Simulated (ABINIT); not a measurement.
## TiO2 (Rutile): G0W0 with ABINIT, start to end

How does a plane-wave GW calculation on TiO2 (Rutile) run from the first input to the gap?

Method: LDA and many-body steps on it, plane waves, in ABINIT 10.8.3.

**The experiments to reproduce.**

- Gap 3.03 eV: direct gap, E perpendicular to c; optical experiment; 1.6 K; bulk crystal (literature value) (quoted in “Shallow Valence Band of Rutile GeO2 and P-type Doping”, 2020, arxiv:2011.08928).

- Gap 3.09 ± 0.06 eV: optical gap from Tauc plot assuming indirect allowed transition; UV/vis diffuse reflectance, Kubelka-Munk and Tauc analysis; film (30 nm ALD shell on quartz particles, grown at 200 C, annealed in air at 500 C; rutile-rich with some anatase) on SiO2 (quartz particles) (“Defect-Mediated Crystallization of the Particulate TiO2 Photocatalyst Grown by Atomic Layer Deposition”, 2024, pmc:11726664).

- Gap 3.28 eV: optical bandgap after anatase to rutile transformation; spectroscopic ellipsometry; film (polycrystalline sol-gel film on Si(100), annealed at high temperature below 800 °C) (“Photocatalytic Performance of Sol-Gel Prepared TiO2 Thin Films Annealed at Various Temperatures”, 2023, pmc:10419699).

- Gap 3.05 eV: band gap; bulk crystal (literature experimental value) (quoted in “Hydrogen related defects in titanium dioxide at the interface to palladium”, 2021, arxiv:2112.05953).

Most raw output is cut from this account.

**1. The structure**

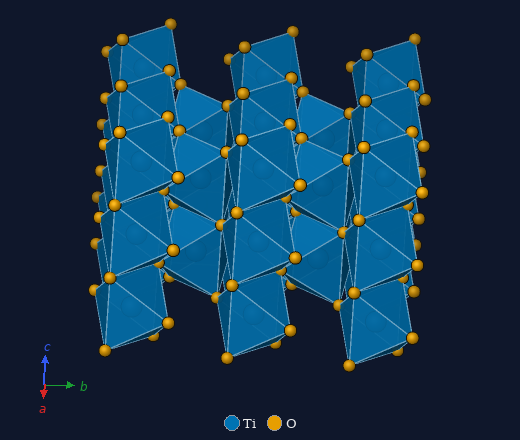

The starting structure, seen slightly off an axis (titanium blue, oxygen orange). 2×2×2 cells are drawn. Some periodic images of atoms are drawn too.

The cell and positions come from the Crystallography Open Database and are kept as given unless a step says otherwise.

**2. Ground state**

This step: ABINIT 10.8.3; DFT, LDA, plane waves, norm-conserving pseudopotentials.

The ground-state density comes first.

Input file run.abi:

```
acell 3*1.0 Angstrom
rprim 
  4.592200000000 0.000000000000 0.000000000000
  0.000000000000 4.592200000000 0.000000000000
  0.000000000000 0.000000000000 2.957400000000
ntypat 2
znucl 22 8
natom 6
typat 1 1 2 2 2 2
xred 
  0.000000000000 0.000000000000 0.000000000000
  0.500000000000 0.500000000000 0.500000000000
  0.304960000000 0.304960000000 0.000000000000
  0.195040000000 0.804960000000 0.500000000000
  0.695040000000 0.695040000000 0.000000000000
  0.804960000000 0.195040000000 0.500000000000
pp_dirpath "pseudos"
pseudos "Ti.upf, O.upf"
ecut 38
ngkpt 4 4 8
nshiftk 1
shiftk 0 0 0
kptopt 1
chksymbreak 0
nband 31
occopt 1
tolvrs 1e-10
nstep 60
prtwf 0
indata_prefix "in"
outdata_prefix "out"
tmpdata_prefix "tmp"
```

Started as:

```
> OMP_NUM_THREADS=1 mpirun -n 4 abinit run.abi > log
```

Wall time 60 s (4 MPI ranks of Arm Neoverse V2, shared host); peak memory 0.36 GiB; 4 min of CPU time.

This step gave:

```
total energy               : -5036.7261 eV
gap                        : 1.836 eV
k of the valence top       : 0, 0, 0
k of the conduction bottom : 0, 0, 0
least direct gap           : 1.836 eV
pressure                   : -8.807 GPa
```

The gap is direct, at Γ.

The cutoff was set for levels, not for stress, so the pressure can be off by some GPa.

**3. Bands along the symmetry lines**

The cheap functional maps the bands first; the places of the edges decide which points the dearer methods must see.

Input file run.abi:

```
acell 3*1.0 Angstrom
rprim 
  4.592200000000 0.000000000000 0.000000000000
  0.000000000000 4.592200000000 0.000000000000
  0.000000000000 0.000000000000 2.957400000000
ntypat 2
znucl 22 8
natom 6
typat 1 1 2 2 2 2
xred 
  0.000000000000 0.000000000000 0.000000000000
  0.500000000000 0.500000000000 0.500000000000
  0.304960000000 0.304960000000 0.000000000000
  0.195040000000 0.804960000000 0.500000000000
  0.695040000000 0.695040000000 0.000000000000
  0.804960000000 0.195040000000 0.500000000000
pp_dirpath "pseudos"
pseudos "Ti.upf, O.upf"
ecut 38
iscf -2
irdden 1
kptopt 0
nkpt 75
kpt 
  0.00000000 0.00000000 0.00000000
  0.00000000 0.06250000 0.00000000
  0.00000000 0.12500000 0.00000000
  0.00000000 0.18750000 0.00000000
  0.00000000 0.25000000 0.00000000
  0.00000000 0.31250000 0.00000000
  0.00000000 0.37500000 0.00000000
  0.00000000 0.43750000 0.00000000
  0.00000000 0.50000000 0.00000000
  0.06250000 0.50000000 0.00000000
  0.12500000 0.50000000 0.00000000
  0.18750000 0.50000000 0.00000000
  0.25000000 0.50000000 0.00000000
  0.31250000 0.50000000 0.00000000
  0.37500000 0.50000000 0.00000000
  0.43750000 0.50000000 0.00000000
  0.50000000 0.50000000 0.00000000
  0.43750000 0.43750000 0.00000000
  0.37500000 0.37500000 0.00000000
  0.31250000 0.31250000 0.00000000
  0.25000000 0.25000000 0.00000000
  0.18750000 0.18750000 0.00000000
  0.12500000 0.12500000 0.00000000
  0.06250000 0.06250000 0.00000000
  0.00000000 0.00000000 0.00000000
  0.00000000 0.00000000 0.06250000
  0.00000000 0.00000000 0.12500000
  0.00000000 0.00000000 0.18750000
  0.00000000 0.00000000 0.25000000
  0.00000000 0.00000000 0.31250000
  0.00000000 0.00000000 0.37500000
  0.00000000 0.00000000 0.43750000
  0.00000000 0.00000000 0.50000000
  0.00000000 0.06250000 0.50000000
  0.00000000 0.12500000 0.50000000
  0.00000000 0.18750000 0.50000000
  0.00000000 0.25000000 0.50000000
  0.00000000 0.31250000 0.50000000
  0.00000000 0.37500000 0.50000000
  0.00000000 0.43750000 0.50000000
  0.00000000 0.50000000 0.50000000
  0.06250000 0.50000000 0.50000000
  0.12500000 0.50000000 0.50000000
  0.18750000 0.50000000 0.50000000
  0.25000000 0.50000000 0.50000000
  0.31250000 0.50000000 0.50000000
  0.37500000 0.50000000 0.50000000
  0.43750000 0.50000000 0.50000000
  0.50000000 0.50000000 0.50000000
  0.43750000 0.43750000 0.50000000
  0.37500000 0.37500000 0.50000000
  0.31250000 0.31250000 0.50000000
  0.25000000 0.25000000 0.50000000
  0.18750000 0.18750000 0.50000000
  0.12500000 0.12500000 0.50000000
  0.06250000 0.06250000 0.50000000
  0.00000000 0.00000000 0.50000000
  0.00000000 0.50000000 0.00000000
  0.00000000 0.50000000 0.06250000
  0.00000000 0.50000000 0.12500000
  0.00000000 0.50000000 0.18750000
  0.00000000 0.50000000 0.25000000
  0.00000000 0.50000000 0.31250000
  0.00000000 0.50000000 0.37500000
  0.00000000 0.50000000 0.43750000
  0.00000000 0.50000000 0.50000000
  0.50000000 0.50000000 0.00000000
  0.50000000 0.50000000 0.06250000
  0.50000000 0.50000000 0.12500000
  0.50000000 0.50000000 0.18750000
  0.50000000 0.50000000 0.25000000
  0.50000000 0.50000000 0.31250000
  0.50000000 0.50000000 0.37500000
  0.50000000 0.50000000 0.43750000
  0.50000000 0.50000000 0.50000000
istwfk *1
nband 31
nbdbuf 2
tolwfr 1e-08
nstep 40
prtwf 0
prtvol 0
indata_prefix "in"
outdata_prefix "out"
tmpdata_prefix "tmp"
```

The job ended after 76 s (4 MPI ranks; peak memory 0.42 GiB).

Numbers from this step:

- gap: 1.836 eV
- k of the valence top: 0, 0, 0
- k of the conduction bottom: 0, 0, 0
- least direct gap: 1.836 eV

The gap is 1.836 eV, as in the run before at this level.

Electronic bands along the path, in eV, zero at the top of the highest filled band:

| point | band 21 | band 22 | band 23 | band 24 | band 25 | band 26 | band 27 | band 28 |
| --- | --- | --- | --- | --- | --- | --- | --- | --- |
| Γ | -0.71 | -0.46 | -0.46 | 0.00 | 1.84 | 2.12 | 2.39 | 2.48 |
| X | -1.66 | -1.66 | -0.75 | -0.75 | 2.51 | 2.51 | 3.01 | 3.01 |
| M | -1.32 | -1.32 | -1.08 | -1.08 | 1.88 | 1.88 | 2.51 | 2.51 |
| Γ | -0.71 | -0.46 | -0.46 | 0.00 | 1.84 | 2.12 | 2.39 | 2.48 |
| Z | -2.43 | -2.43 | -1.44 | -1.44 | 2.97 | 2.97 | 3.16 | 3.16 |
| R | -2.08 | -2.08 | -1.05 | -1.05 | 1.86 | 1.86 | 3.19 | 3.19 |
| A | -1.30 | -1.30 | -0.68 | -0.68 | 2.57 | 2.57 | 3.20 | 3.20 |
| Z | -2.43 | -2.43 | -1.44 | -1.44 | 2.97 | 2.97 | 3.16 | 3.16 |
| jump to X | -1.66 | -1.66 | -0.75 | -0.75 | 2.51 | 2.51 | 3.01 | 3.01 |
| R | -2.08 | -2.08 | -1.05 | -1.05 | 1.86 | 1.86 | 3.19 | 3.19 |
| jump to M | -1.32 | -1.32 | -1.08 | -1.08 | 1.88 | 1.88 | 2.51 | 2.51 |
| A | -1.30 | -1.30 | -0.68 | -0.68 | 2.57 | 2.57 | 3.20 | 3.20 |

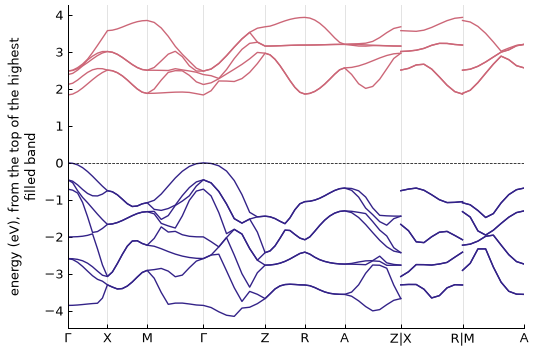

Electronic bands along the path; lines of filled and empty bands in two colours.

**4. Empty states on the mesh, 4×4×4 mesh, 106 bands**

The sums over transitions need many empty states on a uniform mesh; this step solves for them.

Input file run.abi:

```
acell 3*1.0 Angstrom
rprim 
  4.592200000000 0.000000000000 0.000000000000
  0.000000000000 4.592200000000 0.000000000000
  0.000000000000 0.000000000000 2.957400000000
ntypat 2
znucl 22 8
natom 6
typat 1 1 2 2 2 2
xred 
  0.000000000000 0.000000000000 0.000000000000
  0.500000000000 0.500000000000 0.500000000000
  0.304960000000 0.304960000000 0.000000000000
  0.195040000000 0.804960000000 0.500000000000
  0.695040000000 0.695040000000 0.000000000000
  0.804960000000 0.195040000000 0.500000000000
pp_dirpath "pseudos"
pseudos "Ti.upf, O.upf"
ecut 38
ngkpt 4 4 4
nshiftk 1
shiftk 0 0 0
kptopt 1
chksymbreak 0
iscf -2
irdden 1
istwfk *1
nband 106
nbdbuf 8
tolwfr 1e-09
nstep 60
prtvol 0
indata_prefix "in"
outdata_prefix "out"
tmpdata_prefix "tmp"
```

It took 60 s on 4 MPI ranks; peak memory 0.41 GiB; 4 min of CPU time.

This step gave:

- gap: 1.836 eV
- k of the valence top: 0, 0, 0
- k of the conduction bottom: 0, 0, 0
- least direct gap: 1.836 eV
- k points computed: 18
- lowest point of the top converged band, above the valence top: 52.7384 eV

On this mesh the gap is 1.836 eV.

**5. Screening, 4×4×4 mesh, 98 bands, screening to 130.6 eV**

The RPA dielectric matrix is built and inverted for each q.

This step: RPA screening on LDA, plane waves, norm-conserving pseudopotentials.

Changes to run.abi since step 4:

```diff
@@ -24,10 +24,11 @@
 chksymbreak 0
-iscf -2
-irdden 1
 istwfk *1
-nband 106
-nbdbuf 8
-tolwfr 1e-09
-nstep 60
-prtvol 0
+occopt 1
+irdwfk 1
+optdriver 3
+nband 98
+ecuteps 4.8
+inclvkb 2
+awtr 1
+symchi 1
 indata_prefix "in"
```

Run time: 2.6 min. Hardware: 4 MPI ranks; peak memory 2.1 GiB; 11 min of CPU time.

This step gave:

| Property | Result |
| --- | --- |
| ε∞ with local fields, on this mesh, along the program's q direction | 8.926 |
| the same without local fields | 9.331 |
| plasma frequency | 32.58 eV |
| plane waves in the screening matrix | 201 |

Local fields lower ε∞ by 4 %. On a Γ-centred mesh this coarse the value itself is usually too large, while a short band sum pulls it down.

**6. Self-energy, 4×4×4 mesh, 98 bands, screening to 130.6 eV**

The self-energy is evaluated for the states that the input lists, and the levels follow from it, in one-shot runs by the linearised quasiparticle equation.

This step: G0W0 on LDA, plane waves, norm-conserving pseudopotentials.

Changes to run.abi since step 5:

```diff
@@ -27,8 +27,15 @@
 irdwfk 1
-optdriver 3
+optdriver 4
 nband 98
+gwcalctyp 0
+ecutsigx 38
+symsigma 1
+nkptgw 1
+kptgw 
+  0.0000000000 0.0000000000 0.0000000000
+bdgw 
+  22 26
 ecuteps 4.8
-inclvkb 2
-awtr 1
-symchi 1
+irdscr 1
+ppmodel 1
 indata_prefix "in"
```

Wall time 6.7 s (4 MPI ranks); peak memory 1.4 GiB; 26 s of CPU time.

This step gave:

| Item | Value |
| --- | --- |
| G0W0 gap on the points computed | 3.439 eV |
| starting gap on the mesh | 1.836 eV |
| k of the valence top | 0, 0, 0 |
| k of the conduction bottom | 0, 0, 0 |
| Z at the valence top | 0.764 |
| Z at the conduction bottom | 0.78 |
| least direct G0W0 gap on the computed points | 3.439 eV |

The gap on the mesh goes from 1.84 eV to 3.44 eV, a correction of +1.60 eV.

Limits: finite bands, cutoff and mesh; coarse k mesh. v1 is the top filled band, c1 the lowest empty one. The levels before and after the correction (eV, zero at the valence-band top of each column):

|  | conduction bottom | valence top |
| --- | --- | --- |
| Kohn-Sham | 1.84 | 0.00 |
| G0W0 | 3.44 | 0.00 |

|  | level | energy (eV) |
| --- | --- | --- |
| Kohn-Sham | Γ v3-v2 | -0.458 |
| Kohn-Sham | Γ v1 | 0.000 |
| Kohn-Sham | Γ c1 | 1.836 |
| Kohn-Sham | Γ c2 | 2.119 |
| G0W0 | Γ v3-v2 | -0.491 |
| G0W0 | Γ v1 | 0.000 |
| G0W0 | Γ c1 | 3.439 |
| G0W0 | Γ c2 | 3.644 |

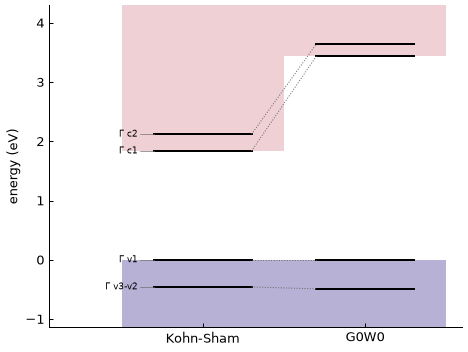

Levels before and after the correction. Shaded: valence and conduction bands.

**7. Where the time went**

Times are wall times on 4 MPI ranks of Arm Neoverse V2, shared host, good to a factor of about two.

| step | time | share | memory (GiB) |
| --- | --- | --- | --- |
| ground state | 60 s | 17 % | 0.36 |
| bands along the symmetry lines | 76 s | 21 % | 0.42 |
| empty states on the mesh | 60 s | 17 % | 0.41 |
| screening | 2.6 min | 44 % | 2.1 |
| self-energy | 6.7 s | 2 % | 1.4 |

**8. Results**

```yaml
lda_gap: 1.84 eV, direct
g0w0_gap_on_the_mesh: 3.44 eV
gw_settings: 4×4×4 mesh, 98 bands, screening to 130.6 eV, Godby-Needs plasmon pole
known_limits: not at the basis limit; coarse k mesh
```

In words: G0W0 moves the gap on the mesh from 1.84 eV to 3.44 eV (+1.60 eV), with Z of 0.76 and 0.78 at the edges. Local fields lower the RPA ε∞ on this mesh from 9.33 to 8.93; a Γ-centred mesh this coarse tends to raise both, most where the direct gap is narrow, while a short band sum lowers them. Only 1 of the mesh's irreducible points was corrected, so a valley elsewhere could overtake. The dearest step here is «screening». Against experiment, by G0W0@LDA: the direct gap of 3.44 eV lies +0.41 eV from the measured 3.03 eV (direct, 1.6 K, quoted 2020); the gap of 3.44 eV lies +0.35 eV from the measured 3.09 ± 0.06 eV (indirect, on SiO2 (quartz particles), 2024); the gap of 3.44 eV lies +0.16 eV from the measured 3.28 eV (optical, 2023); the gap of 3.44 eV lies +0.39 eV from the measured 3.05 eV (kind not stated, quoted 2021). An exciton line or allowed optical edge lies below the quasiparticle gap by the binding energy; a forbidden edge can push the onset above it. The calculation has static nuclei and no excitons; a measured gap holds zero-point and thermal motion, which mostly lowers it. Bands and cutoff are finite, so the gap is not at the basis limit. The miss can reach some tenths of an eV and take either sign; the mesh is an error of its own. In the G0W0 run levels were corrected at 1 k point alone, so a gap called «on the mesh» is the least over those, and an edge elsewhere would be missed. The 4×4×4 mesh is coarse for this cell, which bears on the long-range parts of exchange and screening.

[Paths, hosts, dates, memory and timing lines, banners, echoed tables and standing remarks are left out of the program output.]

[Logs are printed without paths, hosts, clocks, repeated set-up lines and the standing remarks that a program may print on its own settings, such as how far it seeks lower states.]

[Runs of the session that timed out or met a known fault of the program may be left out.]

[Hosts, paths, dates, database ids (printed as entryN), source tags and the programs' standing remarks are cut or masked in the printed files.]

[G0W0 gaps are taken among the corrected bands and points alone; a level outside them can change the order at an edge.]

[Where Ansatz stands beside ABINIT at settings called matched, ABINIT's density can come from a denser mesh and the files from another edition; pairs whose starting gaps differed by over 0.03 eV were left out, so agreement reads better than it is.]
